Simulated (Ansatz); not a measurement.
# C2H8N2OSSi: inversion of the pyramid at N1

Aim: the minimum-energy path and barrier of the inversion of the pyramid at N1. The ends are relaxed first, then joined by a nudged elastic band. SMILES of the start: NC1(O)NC[SiH2]S1.

Method: RHF/def2-SVP, in Ansatz 0.2.0.

## (1) The starting structure

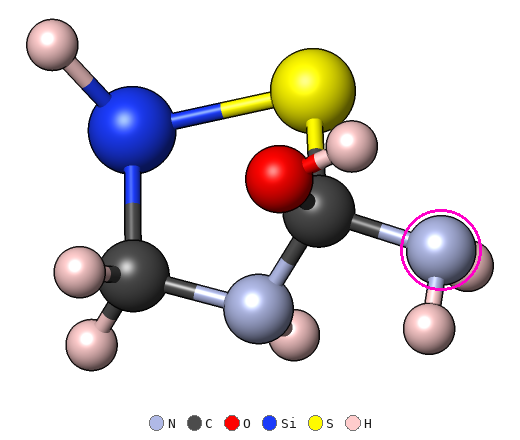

The starting structure, seen from a chosen angle (nitrogen light blue, carbon dark grey, oxygen red, silicon blue, sulfur yellow, hydrogen pink). Ringed: N1.

Coordinates:

```xyz
15

N     1.6078   -1.5485    0.5742
C     0.8546   -0.3868    0.0574
O     1.7218    0.6775    0.0548
N    -0.1413   -0.1603    0.9824
C    -1.0742    0.9292    0.4777
Si   -1.3261    0.7276   -1.3561
S     0.2792   -0.7173   -1.5817
H     1.6621   -1.3196    1.5568
H     0.9709   -2.2991    0.4831
H     2.5769    0.2239   -0.1618
H    -0.7757   -1.0249    1.0043
H    -2.0110    0.9319    1.0481
H    -0.6404    1.9230    0.6879
H    -2.6479    0.0675   -1.6506
H    -1.0787    1.9251   -2.1470
```

## (2) End point A

input.yaml reads:

```yaml
crystal:
  periodic: [false, false, false]
  atoms:
    - { symbol: "N", position_ang: [1.6078, -1.5485, 0.5742] }
    - { symbol: C, position_ang: [0.8546, -0.3868, 0.0574] }
    - { symbol: O, position_ang: [1.7218, 0.6775, 0.0548] }
    - { symbol: "N", position_ang: [-0.1413, -0.1603, 0.9824] }
    - { symbol: C, position_ang: [-1.0742, 0.9292, 0.4777] }
    - { symbol: Si, position_ang: [-1.3261, 0.7276, -1.3561] }
    - { symbol: S, position_ang: [0.2792, -0.7173, -1.5817] }
    - { symbol: H, position_ang: [1.6621, -1.3196, 1.5568] }
    - { symbol: H, position_ang: [0.9709, -2.2991, 0.4831] }
    - { symbol: H, position_ang: [2.5769, 0.2239, -0.1618] }
    - { symbol: H, position_ang: [-0.7757, -1.0249, 1.0043] }
    - { symbol: H, position_ang: [-2.011, 0.9319, 1.0481] }
    - { symbol: H, position_ang: [-0.6404, 1.923, 0.6879] }
    - { symbol: H, position_ang: [-2.6479, 0.0675, -1.6506] }
    - { symbol: H, position_ang: [-1.0787, 1.9251, -2.147] }
basis:
  gaussian: { orbitals: def2-SVP }
hamiltonian:
  xc: hf
relax:
  f_tol: 0.015
  max_steps: 40
```

Launch:

```bash
ansatz run input.yaml --threads 2 --pin off --max-ram 3072MiB --backend cpu --events-out ev --progress --plain --runs-dir out
```

Output, shortened:

```text
Warning: RAYON_NUM_THREADS=2 ignored (pool sized by the plan → 2); use --threads N
[...]
Functional definition: HF
[...]
1588 factors; integrals over basis functions are off by at most 5.1e-4 eV
[...]
mean field -25855.80469278 eV, -950.1832967657 hartree, gradient 4.0e-5 eV, S^2 0.000000; 0 other end points of the search recorded, 0 dependent functions left out
[...]
reference -25855.80469278 eV, -950.1832967657 hartree; 36, 36 occupied and 110, 110 virtual orbitals, 1588 factors
relax step   1: F+E_penalty+E_count = -25855.80469278 eV  Δ(F+E_penalty+E_count) = +0.000e0 eV  max|allowed force component| = 5.705e0 eV/Å  Δτ_max = 0.0000 Å  (37 SCF iters, accepted)
[...]
relax step   4: F+E_penalty+E_count = -25856.61012361 eV  Δ(F+E_penalty+E_count) = +5.046e-2 eV  max|allowed force component| = 1.161e0 eV/Å  Δτ_max = 0.2000 Å  (33 SCF iters, rejected (line search))
[...]
relax step   7: F+E_penalty+E_count = -25856.72447689 eV  Δ(F+E_penalty+E_count) = +1.549e-3 eV  max|allowed force component| = 1.894e-1 eV/Å  Δτ_max = 0.0665 Å  (34 SCF iters, rejected (line search))
[...]
relax step  10: F+E_penalty+E_count = -25856.72881024 eV  Δ(F+E_penalty+E_count) = -6.095e-4 eV  max|allowed force component| = 2.956e-2 eV/Å  Δτ_max = 0.0288 Å  (34 SCF iters, accepted)
[...]
relax step  13: F+E_penalty+E_count = -25856.72916973 eV  Δ(F+E_penalty+E_count) = -1.565e-5 eV  max|allowed force component| = 1.775e-2 eV/Å  Δτ_max = 0.0079 Å  (27 SCF iters, accepted)
[...]
reference -25856.72921285 eV, -950.2172722517 hartree; 36, 36 occupied and 110, 110 virtual orbitals, 1588 factors
Total energy: -25856.72921285 eV, -950.2172722517 hartree
Atom 0 at     1.577190    -1.598647     0.594180 Å, force    -0.000788    -0.002147    -0.002728 eV/Å
Atom 1 at     0.857656    -0.442148     0.188889 Å, force     0.008768    -0.000854     0.000077 eV/Å
Atom 2 at     1.678201     0.652812     0.176978 Å, force     0.002156     0.003069    -0.001514 eV/Å
Atom 3 at    -0.247754    -0.113864     1.021746 Å, force    -0.002783     0.000178     0.000870 eV/Å
Atom 4 at    -1.088984     0.954319     0.498439 Å, force     0.004486    -0.001053     0.000601 eV/Å
Atom 5 at    -1.279172     0.705247    -1.399336 Å, force     0.000239     0.001307    -0.005301 eV/Å
Atom 6 at     0.246987    -0.792554    -1.595638 Å, force    -0.002130    -0.000041     0.004009 eV/Å
Atom 7 at     1.864465    -1.502482     1.552948 Å, force    -0.001008     0.001138    -0.000648 eV/Å
Atom 8 at     1.059028    -2.447329     0.468863 Å, force     0.000883     0.000356     0.001216 eV/Å
Atom 9 at     2.388480     0.493407    -0.427429 Å, force    -0.006168    -0.002405     0.003098 eV/Å
Atom 10 at    -0.783282    -0.939607     1.207438 Å, force     0.000379    -0.001458    -0.000183 eV/Å
Atom 11 at    -2.045635     0.946389     1.021111 Å, force    -0.001147     0.000503    -0.000334 eV/Å
Atom 12 at    -0.622898     1.918310     0.701535 Å, force    -0.001960    -0.000037    -0.000729 eV/Å
Atom 13 at    -2.602443     0.177608    -1.804802 Å, force     0.000179     0.001029     0.001124 eV/Å
Atom 14 at    -1.023839     1.937740    -2.175420 Å, force    -0.001104     0.000413     0.000442 eV/Å
Dipole moment:    -0.275948    -0.119975     0.283382 e Å
```

It took 24 s on 2 threads of AMD EPYC 9R45 (Zen 5), shared host; peak memory 0.45 GiB.

The steps of the relaxation:

```csv
step,energy from step 1 (eV),largest force component (eV/Å)
1,0.0000,5.7055
2,-0.6900,1.4748
3,-0.8559,0.6742
4x,-0.8054,1.1613
5,-0.9097,0.3223
6,-0.9213,0.0867
7x,-0.9198,0.1894
8,-0.9235,0.0758
9x,-0.9193,0.2580
10,-0.9241,0.0296
11,-0.9241,0.0472
12,-0.9245,0.0209
13,-0.9245,0.0177
14,-0.9245,0.0088
```

Step 1 is the start. 3 steps were tried and not accepted (marked x).

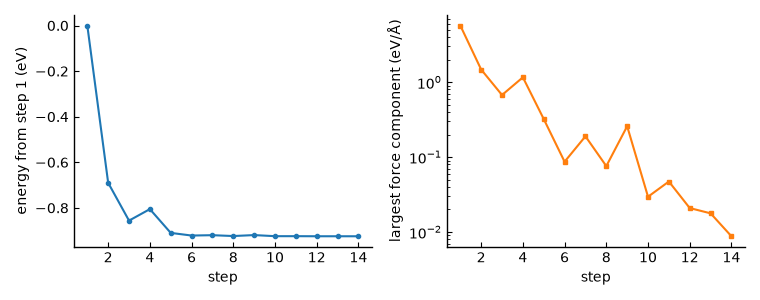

Energy and largest force along the relaxation.

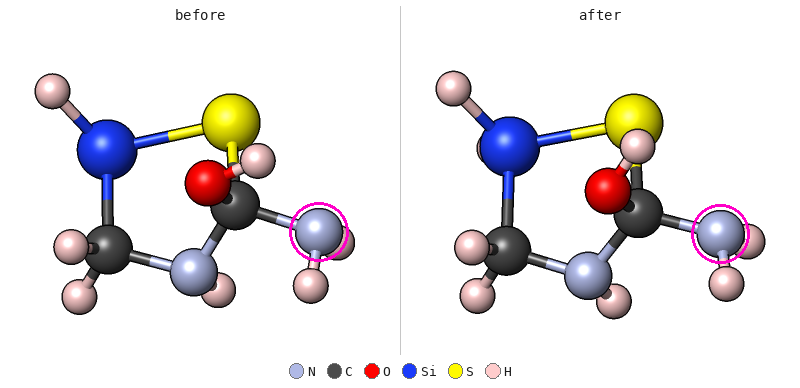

The structure before (left) and after (right), drawn at the same scale.

After: Bond lengths (14 of 15 bonds, heavy atoms first): N1–C2 1.421 Å, C2–O3 1.368 Å, C2–N4 1.422 Å, N4–C5 1.457 Å, C5–Si6 1.923 Å, C2–S7 1.918 Å, Si6–S7 2.147 Å, N1–H8 1.005 Å, N1–H9 1.002 Å, O3–H10 0.946 Å, N4–H11 1.002 Å, C5–H12 1.090 Å, C5–H13 1.090 Å, Si6–H14 1.481 Å. Angles (14 of 26 angles, heavy atoms first): N1–C2–O3 110.5°, N1–C2–N4 114.5°, N1–C2–S7 106.1°, O3–C2–N4 106.6°, O3–C2–S7 109.2°, N4–C2–S7 109.8°, C2–N4–C5 114.1°, N4–C5–Si6 108.5°, C5–Si6–S7 96.3°, C2–S7–Si6 90.8°, C2–N1–H8 109.8°, C2–N1–H9 113.1°, C2–O3–H10 108.7°, C2–N4–H11 109.5°.

## (3) Relaxing end B

The second end starts from a geometry with the move made by hand.

Changes to input.yaml since step 2:

```diff
@@ -10,4 +10,4 @@
     - { symbol: S, position_ang: [0.2792, -0.7173, -1.5817] }
-    - { symbol: H, position_ang: [1.6621, -1.3196, 1.5568] }
-    - { symbol: H, position_ang: [0.9709, -2.2991, 0.4831] }
+    - { symbol: H, position_ang: [2.50133, -1.12253, 0.77666] }
+    - { symbol: H, position_ang: [1.73002, -2.12084, -0.22256] }
     - { symbol: H, position_ang: [2.5769, 0.2239, -0.1618] }
```

Launch:

```bash
ansatz run input.yaml --threads 2 --pin off --max-ram 3072MiB --backend cpu --events-out ev --progress --plain --runs-dir out
```

Output, shortened:

```text
Warning: RAYON_NUM_THREADS=2 ignored (pool sized by the plan → 2); use --threads N
[...]
[... 1 set-up line as earlier in the session ...]
[...]
1588 factors; integrals over basis functions are off by at most 3.8e-4 eV
[...]
mean field -25855.36960000 eV, -950.1673074009 hartree, gradient 4.2e-5 eV, S^2 0.000000; 0 other end points of the search recorded, 0 dependent functions left out
[...]
reference -25855.36960000 eV, -950.1673074009 hartree; 36, 36 occupied and 110, 110 virtual orbitals, 1588 factors
relax step   1: F+E_penalty+E_count = -25855.36960000 eV  Δ(F+E_penalty+E_count) = +0.000e0 eV  max|allowed force component| = 5.515e0 eV/Å  Δτ_max = 0.0000 Å  (37 SCF iters, accepted)
[...]
relax step   4: F+E_penalty+E_count = -25856.63472098 eV  Δ(F+E_penalty+E_count) = -8.677e-2 eV  max|allowed force component| = 5.375e-1 eV/Å  Δτ_max = 0.2000 Å  (33 SCF iters, accepted)
[...]
Atom 5 at    -1.277752     0.729894    -1.373741 Å, force     0.000087    -0.003342    -0.003159 eV/Å
Atom 6 at     0.206001    -0.798674    -1.674725 Å, force    -0.000651     0.001742     0.000214 eV/Å
Atom 7 at     2.057247    -1.465825     1.352714 Å, force     0.001772     0.000931     0.002048 eV/Å
Atom 8 at     2.198440    -2.003560    -0.186070 Å, force     0.002666    -0.000327    -0.003535 eV/Å
Atom 9 at     2.213138     0.631871    -0.797310 Å, force    -0.001588     0.001290     0.001704 eV/Å
Atom 10 at    -0.639974    -1.000206     1.199098 Å, force    -0.000192     0.000730     0.001096 eV/Å
Atom 11 at    -1.964185     0.850489     1.076401 Å, force     0.000547     0.000097    -0.001167 eV/Å
Atom 12 at    -0.580986     1.875789     0.749074 Å, force    -0.000960     0.000492     0.000509 eV/Å
Atom 13 at    -2.617410     0.242242    -1.770938 Å, force    -0.000891     0.001852     0.000532 eV/Å
Atom 14 at    -1.012112     1.985066    -2.110074 Å, force    -0.000409     0.000150     0.001005 eV/Å
Dipole moment:     0.049220     0.081150     0.047158 e Å
```

It took 26 s on 2 threads of AMD EPYC 9R45 (Zen 5), shared host; peak memory 0.45 GiB.

The steps of the relaxation:

```csv
step,energy from step 1 (eV),largest force component (eV/Å)
1,0.0000,5.5150
2,-0.9078,1.5475
3,-1.1784,1.0501
4,-1.2651,0.5375
5,-1.3040,0.4882
6,-1.3363,0.4829
7,-1.3446,0.1591
8,-1.3513,0.1766
9,-1.3549,0.1217
10,-1.3564,0.0420
11,-1.3567,0.0300
12,-1.3569,0.0158
13,-1.3571,0.0299
14,-1.3571,0.0433
15,-1.3572,0.0054
```

Step 1 is the start.

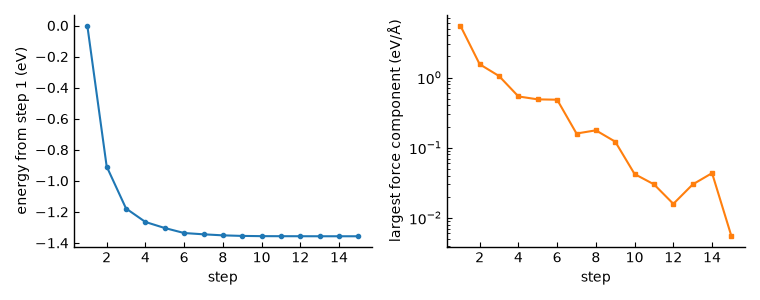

How energy and force went from step to step.

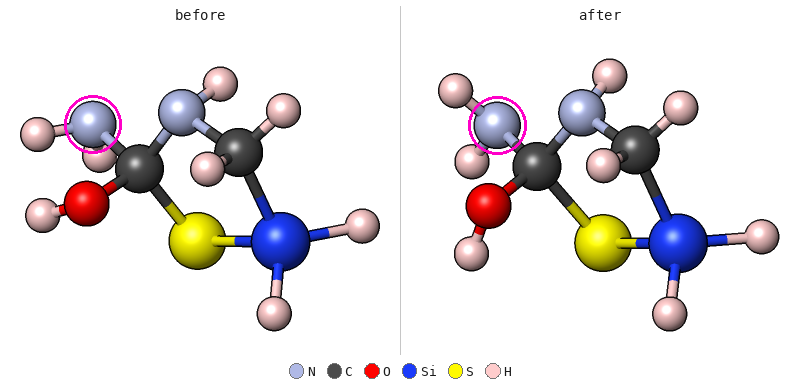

The structure before (left) and after (right), drawn at the same scale.

After: Bond lengths (14 of 15 bonds, heavy atoms first): N1–C2 1.421 Å, C2–O3 1.384 Å, C2–N4 1.413 Å, N4–C5 1.455 Å, C5–Si6 1.924 Å, C2–S7 1.912 Å, Si6–S7 2.151 Å, N1–H8 1.006 Å, N1–H9 1.003 Å, O3–H10 0.945 Å, N4–H11 1.001 Å, C5–H12 1.090 Å, C5–H13 1.090 Å, Si6–H14 1.480 Å. Angles (14 of 26 angles, heavy atoms first): N1–C2–O3 115.1°, N1–C2–N4 109.5°, N1–C2–S7 107.3°, O3–C2–N4 106.7°, O3–C2–S7 107.5°, N4–C2–S7 110.8°, C2–N4–C5 114.2°, N4–C5–Si6 108.6°, C5–Si6–S7 96.4°, C2–S7–Si6 90.0°, C2–N1–H8 109.1°, C2–N1–H9 112.4°, C2–O3–H10 109.9°, C2–N4–H11 108.9°.

## (4) The band

crystal.atoms is end A as relaxed above, and neb.final_atoms is end B, turned to lie on A. With 5 inner images the band has 7 in all.

input.yaml reads:

```yaml
crystal:
  periodic: [false, false, false]
  atoms:
    - { symbol: "N", position_ang: [1.57719, -1.598647, 0.59418] }
    - { symbol: C, position_ang: [0.857656, -0.442148, 0.188889] }
    - { symbol: O, position_ang: [1.678201, 0.652812, 0.176978] }
    - { symbol: "N", position_ang: [-0.247754, -0.113864, 1.021746] }
    - { symbol: C, position_ang: [-1.088984, 0.954319, 0.498439] }
    - { symbol: Si, position_ang: [-1.279172, 0.705247, -1.399336] }
    - { symbol: S, position_ang: [0.246987, -0.792554, -1.595638] }
    - { symbol: H, position_ang: [1.864465, -1.502482, 1.552948] }
    - { symbol: H, position_ang: [1.059028, -2.447329, 0.468863] }
    - { symbol: H, position_ang: [2.38848, 0.493407, -0.427429] }
    - { symbol: H, position_ang: [-0.783282, -0.939607, 1.207438] }
    - { symbol: H, position_ang: [-2.045635, 0.946389, 1.021111] }
    - { symbol: H, position_ang: [-0.622898, 1.91831, 0.701535] }
    - { symbol: H, position_ang: [-2.602443, 0.177608, -1.804802] }
    - { symbol: H, position_ang: [-1.023839, 1.93774, -2.17542] }
basis:
  gaussian: { orbitals: def2-SVP }
hamiltonian:
  xc: hf
neb:
  order_check: false
  images: 5
  f_tol: 0.05
  max_iterations: 60
  initial_path: idpp
  final_atoms:
    - { symbol: "N", position_ang: [1.29175684, -1.73854168, 0.77090836] }
    - { symbol: C, position_ang: [0.74533233, -0.53621999, 0.2471359] }
    - { symbol: O, position_ang: [1.63171967, 0.52330171, 0.16060729] }
    - { symbol: "N", position_ang: [-0.32175049, -0.1074856, 1.06790138] }
    - { symbol: C, position_ang: [-1.09869681, 0.9886376, 0.5100756] }
    - { symbol: Si, position_ang: [-1.25676363, 0.72549714, -1.38968219] }
    - { symbol: S, position_ang: [0.12890034, -0.91490339, -1.52255773] }
    - { symbol: H, position_ang: [1.7556383, -1.53762815, 1.64027749] }
    - { symbol: H, position_ang: [1.94406712, -2.16825074, 0.14235883] }
    - { symbol: H, position_ang: [2.18054998, 0.42209134, -0.6016376] }
    - { symbol: H, position_ang: [-0.88875297, -0.89864493, 1.30220154] }
    - { symbol: H, position_ang: [-2.06888782, 1.02827278, 1.00566966] }
    - { symbol: H, position_ang: [-0.60005473, 1.93725728, 0.70919192] }
    - { symbol: H, position_ang: [-2.60341317, 0.30893115, -1.84052728] }
    - { symbol: H, position_ang: [-0.86164496, 1.91688649, -2.17242116] }
```

Launch:

```bash
ansatz run input.yaml --threads 2 --pin off --max-ram 3072MiB --backend cpu --events-out ev --progress --plain --runs-dir out
```

Output, shortened:

```text
Warning: RAYON_NUM_THREADS=2 ignored (pool sized by the plan → 2); use --threads N
[...]
[... 1 set-up line as earlier in the session ...]
[...]
1586 factors; integrals over basis functions are off by at most 5.0e-4 eV
[...]
mean field -25856.72921483 eV, -950.2172723243 hartree, gradient 3.6e-5 eV, S^2 0.000000; 0 other end points of the search recorded, 0 dependent functions left out
[...]
reference -25856.72921483 eV, -950.2172723243 hartree; 36, 36 occupied and 110, 110 virtual orbitals, 1586 factors
1586 factors; integrals over basis functions are off by at most 5.4e-4 eV
[...]
mean field -25856.72677319 eV, -950.2171825957 hartree, gradient 3.7e-5 eV, S^2 0.000000; 0 other end points of the search recorded, 0 dependent functions left out
[...]
reference -25856.72677319 eV, -950.2171825957 hartree; 36, 36 occupied and 110, 110 virtual orbitals, 1586 factors
[...]
1586 factors; integrals over basis functions are off by at most 5.9e-4 eV
mean field -25856.68000963 eV, -950.2154640666 hartree, gradient 3.9e-5 eV, S^2 0.000000; 0 other end points of the search recorded, 0 dependent functions left out
[...]
reference -25856.68000963 eV, -950.2154640666 hartree; 36, 36 occupied and 110, 110 virtual orbitals, 1586 factors
NEB iter   1: max|band force component| = 1.407e0 eV/Å  barrier→ = 0.2414 eV  barrier← = 0.2389 eV  Δτ_max = 0.0869 Å  (259 SCF iters)
[...]
NEB iter   2: max|band force component| = 2.783e-1 eV/Å  barrier→ = 0.1646 eV  barrier← = 0.1622 eV  CI = image 3  Δτ_max = 0.0403 Å  (165 SCF iters)
[...]
NEB iter   3: max|band force component| = 2.292e-1 eV/Å  barrier→ = 0.1589 eV  barrier← = 0.1565 eV  CI = image 3  Δτ_max = 0.0438 Å  (167 SCF iters)
[...]
1586 factors; integrals over basis functions are off by at most 5.5e-4 eV
mean field -25856.71464292 eV, -950.2167368166 hartree, gradient 2.3e-5 eV, S^2 0.000000; 0 other end points of the search recorded, 0 dependent functions left out
[...]
```

## (5) The output, continued: band between the two ends

Output, continued, shortened:

```text
reference -25856.71464292 eV, -950.2167368166 hartree; 36, 36 occupied and 110, 110 virtual orbitals, 1586 factors
[...]
1586 factors; integrals over basis functions are off by at most 5.5e-4 eV
mean field -25856.64731891 eV, -950.2142627049 hartree, gradient 2.5e-5 eV, S^2 0.000000; 0 other end points of the search recorded, 0 dependent functions left out
[...]
reference -25856.64731891 eV, -950.2142627049 hartree; 36, 36 occupied and 110, 110 virtual orbitals, 1586 factors
[...]
1586 factors; integrals over basis functions are off by at most 4.8e-4 eV
mean field -25856.57235704 eV, -950.2115079072 hartree, gradient 2.4e-5 eV, S^2 0.000000; 0 other end points of the search recorded, 0 dependent functions left out
[...]
reference -25856.57235704 eV, -950.2115079072 hartree; 36, 36 occupied and 110, 110 virtual orbitals, 1586 factors
[...]
Atom 6 at     0.159389    -0.881527    -1.524906 Å, force     0.006522     0.002857    -0.003458 eV/Å
Atom 7 at     1.929580    -1.570417     1.576437 Å, force     0.004106    -0.003605    -0.004990 eV/Å
Atom 8 at     1.428588    -2.474795     0.197504 Å, force     0.002971    -0.006642     0.012075 eV/Å
Atom 9 at     2.324551     0.429034    -0.486187 Å, force    -0.006823    -0.000357    -0.001902 eV/Å
Atom 10 at    -0.817292    -0.853929     1.314810 Å, force     0.004350     0.000702     0.000873 eV/Å
Atom 11 at    -2.050991     1.041155     1.018398 Å, force     0.001529     0.002207    -0.000214 eV/Å
Atom 12 at    -0.611583     1.976349     0.663733 Å, force     0.002038     0.000673     0.000272 eV/Å
Atom 13 at    -2.635260     0.215225    -1.783302 Å, force    -0.000406    -0.000583     0.000504 eV/Å
Atom 14 at    -0.972680     1.880643    -2.214471 Å, force    -0.000945     0.000373     0.001200 eV/Å
Dipole moment:    -0.049514    -0.154833     0.150563 e Å
this run last wrote the band of iteration 6 to <dir>
```

Wall time 53 s (2 threads of AMD EPYC 9R45 (Zen 5), shared host); peak memory 0.46 GiB.

[end of part 1 of 2]
